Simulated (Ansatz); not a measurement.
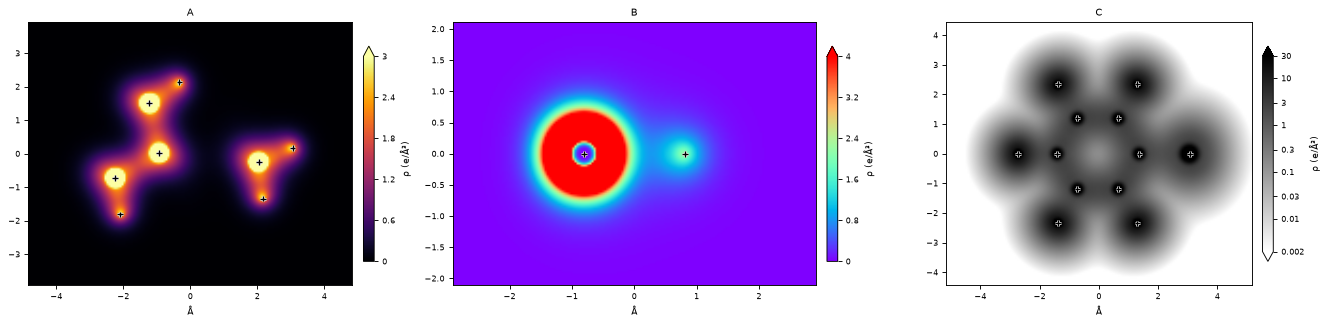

The electron density of 3 systems, each on a plane through atoms (crosses mark nuclei in the plane).

Theory: RKS PBE0-D4/def2-TZVPP in Ansatz 0.2.0.

System 1: AgH (SMILES [AgH]), a plane that holds the molecular axis. Geometry: PBE0-D4/def2-TZVP; core potentials replace the inner electrons of Ag.

| atom | x (Å) | y (Å) | z (Å) |
| --- | --- | --- | --- |
| Ag | 0.0000 | 0.0000 | 0.0004 |
| H | 0.0000 | 0.0000 | 1.6177 |

System 2: C$_{8}$H$_{16}$, the plane of atoms C1, C2 and C3. Geometry: PBE0-D4/def2-TZVP.

```xyz
24

C     0.3352   -1.1701   -1.4214
C     0.3589   -0.7723    0.0530
C     0.9871   -1.9091    0.8497
C    -1.0643   -0.5247    0.5698
C    -1.7197    0.7185   -0.0152
C    -0.8594    1.9530    0.2135
C     0.5477    1.7507   -0.3302
C     1.1897    0.5013    0.2566
H     1.3496   -1.3595   -1.7842
H    -0.1038   -0.4001   -2.0579
H    -0.2462   -2.0859   -1.5625
H     1.0249   -1.6669    1.9156
H     2.0094   -2.1065    0.5134
H     0.4128   -2.8333    0.7352
H    -1.6800   -1.4099    0.3741
H    -1.0178   -0.4158    1.6611
H    -2.7092    0.8578    0.4307
H    -1.8865    0.5844   -1.0900
H    -0.8011    2.1539    1.2911
H    -1.3232    2.8325   -0.2430
H     1.1693    2.6234   -0.1082
H     0.5089    1.6749   -1.4228
H     1.3269    0.6515    1.3353
H     2.1907    0.3522   -0.1637
```

System 3: C$_{6}$ClF$_{5}$ (SMILES Fc1c(F)c(F)c(Cl)c(F)c1F), the molecular plane. Geometry: PBE0-D4/def2-TZVP.

```yaml
atoms:
  - { symbol: F, position_ang: [-0.3680, -1.9484, -1.8871] }
  - { symbol: C, position_ang: [-0.1873, -1.0103, -0.9750] }
  - { symbol: C, position_ang: [-0.9191, 0.1643, -1.0344] }
  - { symbol: F, position_ang: [-1.7987, 0.3455, -2.0052] }
  - { symbol: C, position_ang: [-0.7270, 1.1454, -0.0766] }
  - { symbol: F, position_ang: [-1.4351, 2.2583, -0.1515] }
  - { symbol: C, position_ang: [0.1935, 0.9668, 0.9473] }
  - { symbol: Cl, position_ang: [0.4266, 2.1767, 2.1237] }
  - { symbol: C, position_ang: [0.9208, -0.2149, 0.9959] }
  - { symbol: F, position_ang: [1.8045, -0.4161, 1.9573] }
  - { symbol: C, position_ang: [0.7340, -1.2004, 0.0416] }
  - { symbol: F, position_ang: [1.4325, -2.3220, 0.0981] }
```

**Match each panel to its system.**

Panel A is system 2, C$_{8}$H$_{16}$: the plane holds C and H. C–C (1.53 Å): ρ is about 1.7 e/Å³ halfway. Panel B is system 1, AgH: the plane holds Ag and H. Ag–H (1.62 Å): ρ at the midpoint is about 1.8 e/Å³. Panel C is system 3, C$_{6}$ClF$_{5}$: the plane holds F, C and Cl. C–F (1.32 Å): ρ is about 2.4 e/Å³ halfway.
